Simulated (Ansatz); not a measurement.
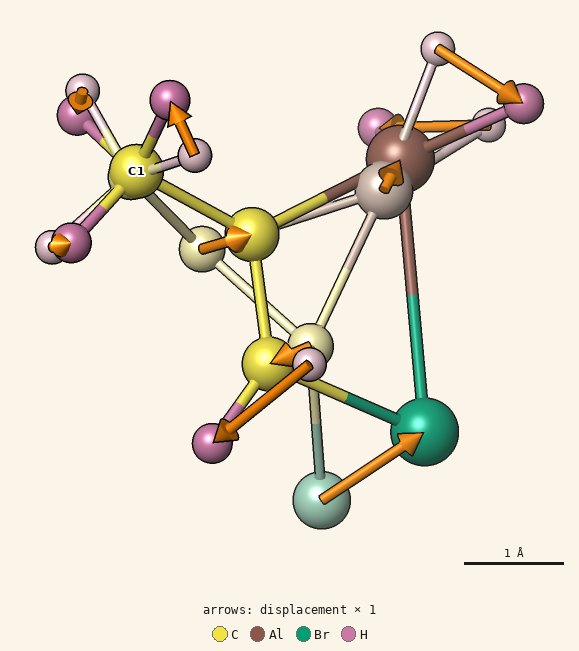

A relaxation of C3H6AlBr. The starting structure is drawn faded, the final one solid; orange arrows show the displacements, at their true length. The two geometries are superimposed by the best rigid fit.

A ball-and-stick model, seen at a tilt.

The run prepares an end point of a later path (hydrogen shift) calculation, from a guessed geometry.

These are results of RKS B3LYP-D4/def2-SVP (Ansatz 0.2.0), not measurements. Settings: no spin polarisation; force threshold 0.02 eV/Å; at most 50 steps.

Question: What happened in the run?

Answer: The atom that moves furthest after the best rigid fit is an H atom (1.39 Å). By element the largest moves are H 1.39 Å, Br 1.30 Å, C 0.74 Å, Al 0.43 Å. Some distances before and after: Al–C 1.898 → 2.701 Å, Al–Br 3.250 → 2.792 Å, C–C 1.545 → 1.331 Å, Al–H 1.634 → 1.585 Å. Bonds break, among them: Al–C (1.90 → 2.70 Å). Among the angles between lasting bonds that change: H–Al–H 52.2° → 121.5°, Al–C–C 64.1° → 107.1°, C–Al–H 146.1° → 118.6°. The energy falls by 528.2 kJ/mol in 24 accepted moves (27 points after the start). Largest force component: 3 eV/Å at the start, 0.0021 eV/Å at the end. The line search rejected the trial steps at points 12, 22, 24 of the run. The run took 62 s on 2 threads of Intel(R) Xeon(R) 6975P-C (Granite Rapids) (shared host), peak memory 0.34 GiB.
